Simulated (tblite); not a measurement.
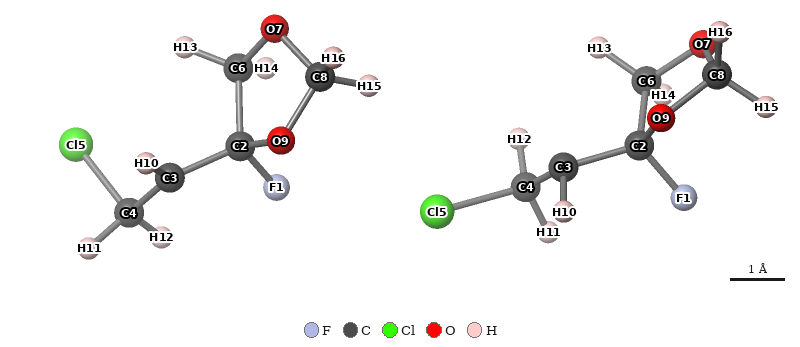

Two geometries of C5H7ClFO2 (multiplicity 2), drawn at one scale. One is the start of a relaxation, the other its converged end. The picture is a ball-and-stick view, seen from a free direction.

Computed with tblite, GFN2-xTB geometry optimisation, gas phase. 

Which one is relaxed?

The left one is the relaxed one. After 129 geometry steps the energy has fallen by 92.4 kJ/mol. H12 moves most after the best rigid fit: 2.02 Å. Largest moves by element: H 2.02 Å, Cl 1.90 Å, O 0.85 Å, F 0.70 Å, C 0.52 Å. Near-neighbour distances that change, for instance: C4–Cl5 1.793 → 1.874 Å, C3–C4 1.519 → 1.440 Å, C2–C6 1.500 → 1.576 Å, F1–C2 1.356 → 1.397 Å. Bond angles that change, for instance: C2–C3–C4 112.7° → 122.0°, C4–C3–H10 112.6° → 121.1°, C2–C3–H10 107.4° → 115.7°. The run took 0.76 s on 1 thread of Arm Neoverse V2 (shared host).
